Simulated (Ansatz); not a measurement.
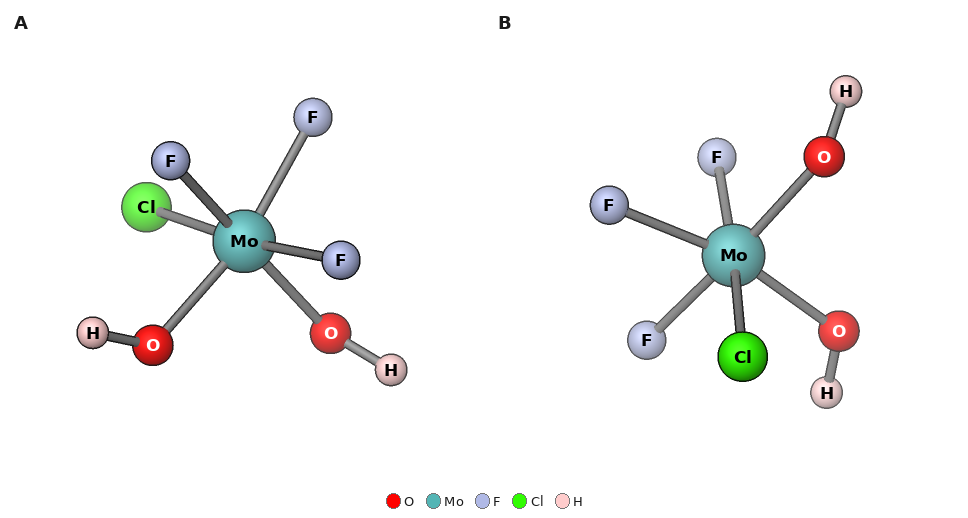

Atoms fade into the background with distance from the viewer. Charge 0, singlet. The computed structure is the end point of a PBE0-D4/def2-TZVP optimisation.

Q: Can A be turned into B by a rotation alone?

A: No. They are mirror images that no rotation superimposes: the geometry of ClF3H2MoO2 is chiral (C1). Their energies are equal.
